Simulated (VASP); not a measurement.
# Quasiparticle energies of ZnSe (Stilleite) in VASP

How does the gap of ZnSe (Stilleite) change from the starting functional to GW? The cell is of the zinc-blende type. The start is a cell from a database of measured crystal structures.

Main program and level: VASP 6.6.1; LDA, spin-orbit coupling; plane waves and PAW (Se_GW, Zn_sv_GW), in the first sound run; inputs show where later runs differ.

## Step 1: Starting point

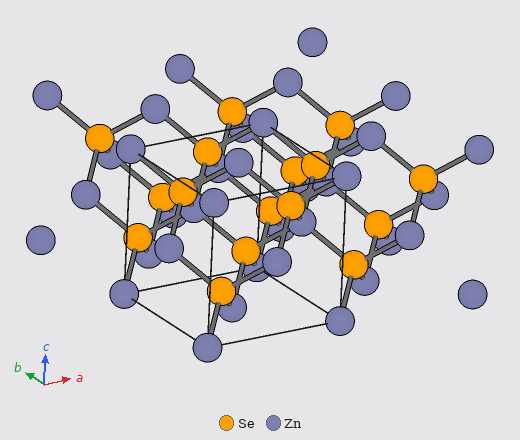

The cell as given, from a free direction (selenium orange, zinc blue). 2×2×1 cells are drawn. This picture shows the conventional cell, with its axes. Bonds to atoms that aren't drawn are left out. Some periodic images of atoms are drawn too.

## Step 2: Ground state

The orbitals come from a self-consistent LDA run with a tight EDIFF and a narrow smearing. KPOINTS_OPT adds the bands along a path, which shows whether the mesh holds the band edges.

Input file INCAR:

```
SYSTEM = ZnSe
PREC = Accurate
ENCUT = 430
EDIFF = 1E-08
NELM = 100
ISMEAR = 0
SIGMA = 0.01
LREAL = .FALSE.
ALGO = Normal
GGA = CA
LNONCOLLINEAR = .TRUE.
MAGMOM = 0 0 0 0 0 0
NBANDS = 38
GGA_COMPAT = .FALSE.
LASPH = .TRUE.
LSORBIT = .TRUE.
LORBIT = 11
LWAVE = .TRUE.
LCHARG = .FALSE.
KPAR = 8
```

Input file POSCAR:

```
ZnSe
1.0
    0.0000000000      2.8338000000      2.8338000000
    2.8338000000      0.0000000000      2.8338000000
    2.8338000000      2.8338000000      0.0000000000
Se Zn
1 1
Direct
    0.7500000000      0.7500000000      0.7500000000
    0.0000000000      0.0000000000      0.0000000000
```

Input file KPOINTS:

```
Automatic mesh
0
Gamma
4 4 4
0 0 0
```

Input file KPOINTS_OPT:

```
Line mode
12
Line-mode
Reciprocal
  0.00000000   0.00000000   0.00000000 GAMMA
  0.50000000   0.00000000   0.50000000 X

  0.50000000   0.00000000   0.50000000 X
  0.50000000   0.25000000   0.75000000 W

  0.50000000   0.25000000   0.75000000 W
  0.37500000   0.37500000   0.75000000 K

  0.37500000   0.37500000   0.75000000 K
  0.00000000   0.00000000   0.00000000 GAMMA

  0.00000000   0.00000000   0.00000000 GAMMA
  0.50000000   0.50000000   0.50000000 L

  0.50000000   0.50000000   0.50000000 L
  0.62500000   0.25000000   0.62500000 U

  0.62500000   0.25000000   0.62500000 U
  0.50000000   0.25000000   0.75000000 W

  0.50000000   0.25000000   0.75000000 W
  0.50000000   0.50000000   0.50000000 L

  0.50000000   0.50000000   0.50000000 L
  0.37500000   0.37500000   0.75000000 K

  0.62500000   0.25000000   0.62500000 U
  0.50000000   0.00000000   0.50000000 X
```

The projector-augmented-wave data sets are Se_GW and Zn_sv_GW (LDA family, release 64).

Launch:

```sh
> mpirun -np 8 vasp_ncl
```

Output:

```text
[banner, memory and clock lines left out]
running    8 mpi-ranks, on    1 nodes
 distrk:  each k-point on    1 cores,    8 groups
 distr:  one band on    1 cores,    1 groups

 POSCAR found type information on POSCAR SeZn
 POSCAR found :  2 types and       2 ions
|                                                                             |
|           W    W    AA    RRRRR   N    N  II  N    N   GGGG   !!!           |
|           W    W   A  A   R    R  NN   N  II  NN   N  G    G  !!!           |
|           W    W  A    A  R    R  N N  N  II  N N  N  G       !!!           |
|           W WW W  AAAAAA  RRRRR   N  N N  II  N  N N  G  GGG   !            |
|           WW  WW  A    A  R   R   N   NN  II  N   NN  G    G                |
|           W    W  A    A  R    R  N    N  II  N    N   GGGG   !!!           |
|                                                                             |
|     For optimal performance we recommend to set                             |
|       NCORE = 2 up to number-of-cores-per-socket                            |
|     NCORE specifies how many cores store one orbital (NPAR=cpu/NCORE).      |
|     This setting can greatly improve the performance of VASP for DFT.       |
|     The default, NCORE=1 might be grossly inefficient on modern             |
|     multi-core architectures or massively parallel machines. Do your        |
|     Unfortunately you need to use the default for GW and RPA                |
|     calculations (for HF NCORE is supported but not extensively tested      |
|     yet).                                                                   |
|                                                                             |

 LDA part: xc-table for (Slater(with rela. corr.)+CA(PZ))
 , standard interpolation
 POSCAR, INCAR and KPOINTS ok, starting setup
 FFT: planning ... GRIDC
 FFT: planning ... GRID_SOFT
 FFT: planning ... GRID
 WAVECAR not read
 entering main loop
       N       E                     dE             d eps       ncg     rms          rms(c)
DAV:   1     0.332369273315E+03    0.33237E+03   -0.13606E+04  1322   0.403E+03
DAV:   2     0.253342906720E+02   -0.30703E+03   -0.29131E+03  1456   0.118E+03
DAV:   3    -0.642598133137E+01   -0.31760E+02   -0.31580E+02  1464   0.352E+02
DAV:   4    -0.761982011158E+01   -0.11938E+01   -0.11929E+01  1364   0.457E+01
DAV:   5    -0.767496967985E+01   -0.55150E-01   -0.55140E-01  1224   0.167E+01    0.258E+00
DAV:   6    -0.737442932179E+01    0.30054E+00   -0.63644E-01  1400   0.977E+01    0.129E+00
DAV:   7    -0.734328677364E+01    0.31143E-01   -0.34491E-01  1224   0.286E+01    0.580E-01
DAV:   8    -0.733832508147E+01    0.49617E-02   -0.13386E-02  1464   0.934E+00    0.291E-01
DAV:   9    -0.733716027173E+01    0.11648E-02   -0.27181E-03  1248   0.715E-01    0.390E-02
DAV:  10    -0.733715205983E+01    0.82119E-05   -0.19942E-04  1468   0.434E-01    0.244E-02
DAV:  11    -0.733715230993E+01   -0.25010E-06   -0.75659E-06  1284   0.529E-02    0.965E-03
DAV:  12    -0.733715330954E+01   -0.99961E-06   -0.10904E-06  1280   0.372E-02    0.182E-03
DAV:  13    -0.733715336824E+01   -0.58698E-07   -0.26894E-07  1368   0.416E-02    0.960E-04
DAV:  14    -0.733715335552E+01    0.12717E-07   -0.81493E-08  1188   0.250E-02    0.152E-04
DAV:  15    -0.733715335537E+01    0.14643E-09   -0.10891E-09   528   0.255E-03
   1 F= -.73371534E+01 E0= -.73371534E+01  d E =-.223930E-86  mag=     0.0000    -0.0000    -0.0000
 Start KPOINTS_OPT (optional k-point list driver)
k-point batch [1-10\120]
       N       E                     dE             ncg
DAV:   1    -0.411755276098E+04   -0.69577E+04     1344
DAV:   2    -0.723401267764E+04   -0.31165E+04     1456
DAV:   3    -0.756258805501E+04   -0.32858E+03     1488
DAV:   4    -0.757455012284E+04   -0.11962E+02     1352
DAV:   5    -0.757515454322E+04   -0.60442E+00     1264
DAV:   6    -0.757519971367E+04   -0.45170E-01     1400
DAV:   7    -0.757520109066E+04   -0.13770E-02     1232
DAV:   8    -0.757520132870E+04   -0.23804E-03     1408
DAV:   9    -0.757520133440E+04   -0.56914E-05     1232
DAV:  10    -0.757520133528E+04   -0.88828E-06     1256
DAV:  11    -0.757520133532E+04   -0.34738E-07      912
DAV:  12    -0.757520133532E+04   -0.38171E-08      672
[...]
k-point batch [111-120\120]
       N       E                     dE             ncg
DAV:   1    -0.428289622288E+04   -0.12797E+05     1322
DAV:   2    -0.731692980484E+04   -0.30340E+04     1448
DAV:   3    -0.763901523931E+04   -0.32209E+03     1432
DAV:   4    -0.765328442920E+04   -0.14269E+02     1408
DAV:   5    -0.765399038555E+04   -0.70596E+00     1232
DAV:   6    -0.765406091268E+04   -0.70527E-01     1392
DAV:   7    -0.765406302240E+04   -0.21097E-02     1208
DAV:   8    -0.765406338950E+04   -0.36711E-03     1376
DAV:   9    -0.765406339994E+04   -0.10440E-04     1208
DAV:  10    -0.765406340162E+04   -0.16785E-05     1304
DAV:  11    -0.765406340169E+04   -0.68869E-07      936
DAV:  12    -0.765406340170E+04   -0.10808E-07      928
DAV:  13    -0.765406340170E+04   -0.16462E-08      760
 writing wavefunctions
```

Wall time 51 s (8 MPI ranks of Intel Xeon 6975P-C (Granite Rapids), shared host); peak memory 1.9 GiB; 6.5 min of CPU time.

Lines that name or quote the potential files are left out of all logs, and their timing lines are given in words.

OUTCAR, selected parts (step 2):

```text
ion  position               nearest neighbor table
   1  0.750  0.750  0.750-   2 2.45   2 2.45   2 2.45   2 2.45
   2  0.000  0.000  0.000-   1 2.45   1 2.45   1 2.45   1 2.45

  LATTYP: Found a face centered cubic cell.
 ALAT       =     5.6676000000

 Subroutine GETGRP returns: Found 24 space group operations
 (whereof 24 operations were pure point group operations)

The static configuration has the point symmetry T_d .

 Found     10 irreducible k-points:

   k-points           NKPTS =     10   k-points in BZ     NKDIM =     10   number of bands    NBANDS=     38

   dimension x,y,z NGX =    28 NGY =   28 NGZ =   28
   dimension x,y,z NGXF=    56 NGYF=   56 NGZF=   56

   ENCUT  =  430.0 eV  31.60 Ry    5.62 a.u.   6.78  6.78  6.78*2*pi/ulx,y,z

   NELECT =      26.0000    total number of electrons

 k-points in reciprocal lattice and weights: Automatic mesh
   0.00000000  0.00000000  0.00000000       0.016
   0.25000000  0.00000000  0.00000000       0.062
  -0.25000000  0.00000000  0.00000000       0.062
   0.50000000  0.00000000  0.00000000       0.062
   0.25000000  0.25000000  0.00000000       0.094
   0.50000000  0.25000000  0.00000000       0.188
   0.50000000 -0.25000000  0.00000000       0.188
  -0.25000000  0.25000000  0.00000000       0.188
   0.50000000  0.50000000  0.00000000       0.047
  -0.25000000  0.50000000  0.25000000       0.094

 average (electrostatic) potential at core
       1 -61.1856       2 -80.6283

 E-fermi :   2.7376

 k-point     1 :       0.0000    0.0000    0.0000
  band No.  band energies     occupation
    ...
     22       2.2058      1.00000
     23       2.5995      1.00000
     24       2.5995      1.00000
     25       2.5995      1.00000
     26       2.5995      1.00000
     27       3.4992      0.00000
     28       3.4992      0.00000
     29       8.0414      0.00000
     30       8.0414      0.00000
     31       8.1925      0.00000
    ...

 k-point     2 :       0.2500    0.0000    0.0000
  band No.  band energies     occupation
    ...
     22      -0.6654      1.00000
     23       1.8621      1.00000
     24       1.8621      1.00000
     25       2.0997      1.00000
     26       2.1126      1.00000
     27       5.0138      0.00000
     28       5.0138      0.00000
     29       8.7262      0.00000
     30       8.7262      0.00000
     31       8.8255      0.00000
    ...

 k-point     3 :      -0.2500    0.0000    0.0000
  band No.  band energies     occupation
    ...
     22      -0.6654      1.00000
     23       1.8621      1.00000
     24       1.8621      1.00000
     25       2.0997      1.00000
     26       2.1126      1.00000
     27       5.0138      0.00000
     28       5.0138      0.00000
     29       8.7262      0.00000
     30       8.7262      0.00000
     31       8.8255      0.00000
    ...

  Total       -0.9066654     -0.9066654     -0.9066654     -0.0000000      0.0000000     -0.0000000
  in kB      -31.9168526    -31.9168526    -31.9168526     -0.0000000      0.0000000     -0.0000000
  external PRESSURE =     -31.9168526 kB  Pullay stress =       0.0000000 kB

  energy-cutoff  :      430.00
  volume of cell :       45.51
      direct lattice vectors                 reciprocal lattice vectors
     0.000000000  2.833800000  2.833800000    -0.176441527  0.176441527  0.176441527
     2.833800000  0.000000000  2.833800000     0.176441527 -0.176441527  0.176441527
     2.833800000  2.833800000  0.000000000     0.176441527  0.176441527 -0.176441527

 POSITION                                       TOTAL-FORCE (eV/Angst)
 -----------------------------------------------------------------------------------
      4.25070      4.25070      4.25070         0.000000      0.000000      0.000000
      0.00000      0.00000      0.00000        -0.000000     -0.000000     -0.000000
 -----------------------------------------------------------------------------------
    total drift:                                0.000001      0.000001      0.000001

  FREE ENERGIE OF THE ION-ELECTRON SYSTEM (eV)
  ---------------------------------------------------
  free  energy   TOTEN  =        -7.3371533554 eV

  energy  without entropy=       -7.3371533554  energy(sigma->0) =       -7.33715336

 Spin-Orbit-Coupling matrix elements
 Ion:    1  E_soc:     -0.0456772
 Ion:    2  E_soc:     -0.1344062

 total charge
# of ion       s       p       d       f       tot
--------------------------------------------------
    1        1.423   2.386   0.029   0.000   3.838
    2        2.301   6.196   9.452   0.002  17.951
--------------------------------------------------
tot          3.724   8.582   9.481   0.002  21.789

 magnetization (x)
# of ion       s       p       d       f       tot
--------------------------------------------------
    1       -0.000  -0.000  -0.000   0.000  -0.000
    2        0.000  -0.000   0.000   0.000  -0.000
--------------------------------------------------
tot         -0.000  -0.000   0.000   0.000  -0.000

 magnetization (y)
# of ion       s       p       d       f       tot
--------------------------------------------------
    1        0.000   0.000  -0.000   0.000   0.000
    2        0.000  -0.000   0.000   0.000  -0.000
--------------------------------------------------
tot          0.000  -0.000  -0.000   0.000  -0.000

 magnetization (z)
# of ion       s       p       d       f       tot
--------------------------------------------------
    1       -0.000  -0.000  -0.000   0.000  -0.000
    2       -0.000  -0.000   0.000   0.000  -0.000
--------------------------------------------------
tot         -0.000  -0.000   0.000   0.000  -0.000

[... 3 further parts left out ...]
```

This step gave:

```
free energy (TOTEN)               : -7.337 eV
Fermi energy                      : 2.738 eV
pressure                          : -3.192 GPa
least gap on mesh and path        : 0.8997 eV
least direct gap on mesh and path : 0.8997 eV
```

The spin moment in the PAW sphere vanishes on all atoms.

On-site spin-orbit energy by atom:

```tsv
atom	on-site spin-orbit energy (eV)
Se1	-0.046
Zn2	-0.134
```

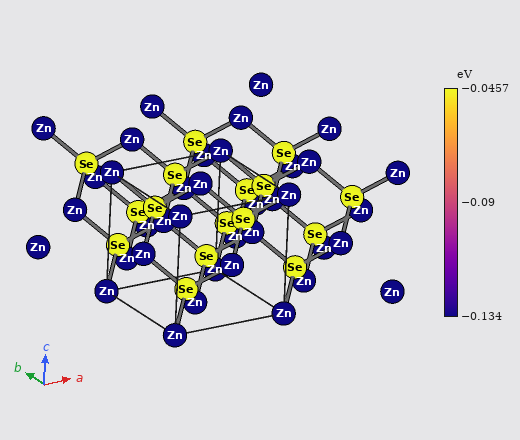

Atoms coloured by on-site spin-orbit energy. Bonds to atoms that aren't drawn are left out. 2×2×1 conventional cells are drawn. Some periodic images of atoms are drawn too.

The highest empty bands on the path are converged less tightly, to about 0.1 eV. Electronic bands along the path, in eV, zero at the valence-band top; v1 is the highest filled band, c1 the lowest empty one:

```tsv
point	v4	v3	v2	v1	c1	c2	c3	c4
Γ	0.00	0.00	0.00	0.00	0.90	0.90	5.44	5.44
X	-2.43	-2.43	-2.26	-2.26	2.65	2.65	3.17	3.17
W	-3.06	-2.88	-2.83	-2.81	5.10	5.19	5.30	5.39
K	-3.34	-3.23	-1.94	-1.94	3.27	3.27	5.27	5.38
Γ	0.00	0.00	0.00	0.00	0.90	0.90	5.44	5.44
L	-1.13	-1.13	-0.89	-0.89	2.21	2.21	6.09	6.09
U	-3.34	-3.23	-1.94	-1.94	3.27	3.27	5.27	5.38
W	-3.06	-2.88	-2.83	-2.81	5.10	5.19	5.30	5.39
L	-1.13	-1.13	-0.89	-0.89	2.21	2.21	6.09	6.09
K	-3.34	-3.23	-1.94	-1.94	3.27	3.27	5.27	5.38
jump to U	-3.34	-3.23	-1.94	-1.94	3.27	3.27	5.27	5.38
X	-2.43	-2.43	-2.26	-2.26	2.65	2.65	3.17	3.17
```

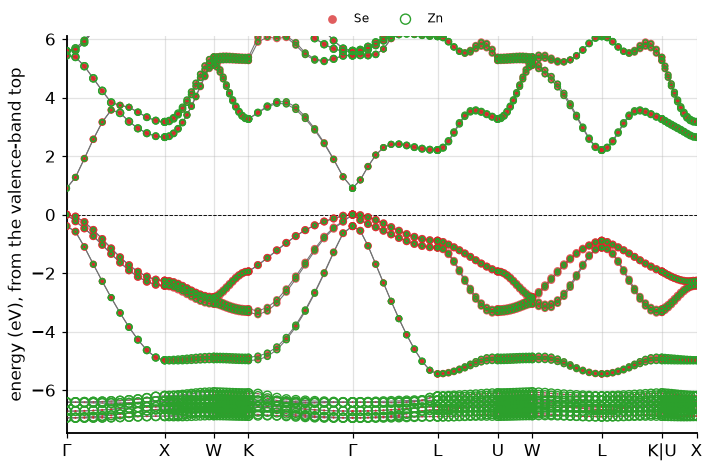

Electronic bands along the path; dots are coloured as in the legend, and their area grows with the weight.

The cell has a gap of 0.900 eV on mesh and path and a pressure of -3.2 GPa, which holds the strain of the given cell against this functional's own volume, and any error of cutoff and mesh.

## Step 3: Empty bands, SOC yes, program vasp ncl

ALGO = Exact makes the empty bands from the converged ground state in one step. LOPTICS writes the k-derivatives of the orbitals (WAVEDER), which give the long-wavelength limit of the screening.

Input file INCAR:

```
SYSTEM = ZnSe
PREC = Accurate
ENCUT = 430
ISMEAR = 0
SIGMA = 0.01
LREAL = .FALSE.
GGA = CA
LNONCOLLINEAR = .TRUE.
MAGMOM = 0 0 0 0 0 0
NBANDS = 272
GGA_COMPAT = .FALSE.
LASPH = .TRUE.
LSORBIT = .TRUE.
ALGO = Exact
NELM = 1
LWAVE = .TRUE.
LCHARG = .FALSE.
LOPTICS = .TRUE.
NEDOS = 1000
CSHIFT = 0.1
```

POSCAR is that of step 2.

KPOINTS is that of step 2.

Launch:

```sh
> mpirun -np 8 vasp_ncl
```

Output:

```text
[banner, memory and clock lines left out]
running    8 mpi-ranks, on    1 nodes
 distrk:  each k-point on    8 cores,    1 groups
 distr:  one band on    1 cores,    8 groups

 POSCAR found type information on POSCAR SeZn
 POSCAR found :  2 types and       2 ions
 [... a notice as in an earlier step ...]

 LDA part: xc-table for (Slater(with rela. corr.)+CA(PZ))
 , standard interpolation
 found WAVECAR, reading the header
  number of bands has changed, file:    38 present:   272
  trying to continue reading WAVECAR, but it might fail
 POSCAR, INCAR and KPOINTS ok, starting setup
 FFT: planning ... GRIDC
 FFT: planning ... GRID_SOFT
 FFT: planning ... GRID
 reading WAVECAR
 random initialization beyond band           38
 the WAVECAR file was read successfully
 initial charge from wavefunction
 entering main loop
       N       E                     dE             d eps       ncg     rms          rms(c)
DIA:   1    -0.733715335644E+01   -0.73372E+01    0.00000E+00     0   0.000E+00
   1 F= -.73371534E+01 E0= -.73371534E+01  d E =-.850376E-48  mag=    -0.0000    -0.0000    -0.0000
 writing wavefunctions
 optical routines
 imaginary and real dielectric function
 recalculating local potential from charge density
 direction            1
 direction            2
 direction            3
```

The job ended after 17 s (8 MPI ranks; peak memory 2.1 GiB; 2 min of CPU time).

Parts of OUTCAR (step 3):

```text
The static configuration has the point symmetry T_d .

 Found     10 irreducible k-points:

   k-points           NKPTS =     10   k-points in BZ     NKDIM =     10   number of bands    NBANDS=    272

   NELECT =      26.0000    total number of electrons

 E-fermi :   2.7005

 k-point     1 :       0.0000    0.0000    0.0000
  band No.  band energies     occupation
    ...
     22       2.2058      1.00000
     23       2.5995      1.00000
     24       2.5995      1.00000
     25       2.5995      1.00000
     26       2.5995      1.00000
     27       3.4993      0.00000
     28       3.4993      0.00000
     29       8.0414      0.00000
     30       8.0414      0.00000
     31       8.1925      0.00000
    ...

 k-point     2 :       0.2500    0.0000    0.0000
  band No.  band energies     occupation
    ...
     22      -0.6654      1.00000
     23       1.8621      1.00000
     24       1.8621      1.00000
     25       2.0998      1.00000
     26       2.1126      1.00000
     27       5.0138      0.00000
     28       5.0138      0.00000
     29       8.7262      0.00000
     30       8.7262      0.00000
     31       8.8255      0.00000
    ...

  Total       -0.9121999     -0.9121999     -0.9121999      0.0000000      0.0000000     -0.0000000
  in kB      -32.1116777    -32.1116777    -32.1116777      0.0000000      0.0000000     -0.0000000
  external PRESSURE =     -32.1116777 kB  Pullay stress =       0.0000000 kB

 POSITION                                       TOTAL-FORCE (eV/Angst)
 -----------------------------------------------------------------------------------
      4.25070      4.25070      4.25070        -0.000000      0.000000      0.000000
      0.00000      0.00000      0.00000         0.000000     -0.000000     -0.000000
 -----------------------------------------------------------------------------------
    total drift:                                0.000001      0.000001      0.000001

  FREE ENERGIE OF THE ION-ELECTRON SYSTEM (eV)
  ---------------------------------------------------
  free  energy   TOTEN  =        -7.3371533564 eV

  energy  without entropy=       -7.3371533564  energy(sigma->0) =       -7.33715336

 plasma frequency squared (from intraband transitions) (eV^2)
  --------------------------------------------------------------------------------------
       0.000       0.000      -0.000
       0.000       0.000      -0.000
       0.000       0.000       0.000

 Spin-Orbit-Coupling matrix elements
 Ion:    1  E_soc:     -0.0456769
 Ion:    2  E_soc:     -0.1344064

[... 10 parts as in an earlier step ...]

[... 2 further parts left out ...]
```

WAVECAR now holds 272 bands for 26 electrons. Its independent-particle dielectric tensor has xx, yy, zz = 23.0, 23.0, 23.0 on this mesh, which isn't tested for convergence; a coarse zone-centred mesh tends to overstate it, local fields are missing, and the same mesh feeds the screening.

(Continued in part 2 of 4.)

[Lines on the potential files, build, host, timing and source positions are cut from VASP's logs without a mark.]

[Logs are printed without paths, hosts, clocks, repeated set-up lines and the standing remarks that a program may print on its own settings, such as how far it seeks lower states.]

[Hosts, paths, dates, database ids (printed as entryN), source tags and the programs' standing remarks are cut or masked in the printed files.]

[Measured values are set beside computed ones only where the two were judged alike; some that the calculation misses by far are left out.]

[Pressures printed for these runs are not shown converged in the cutoff: they can be off by several GPa and have the wrong sign.]
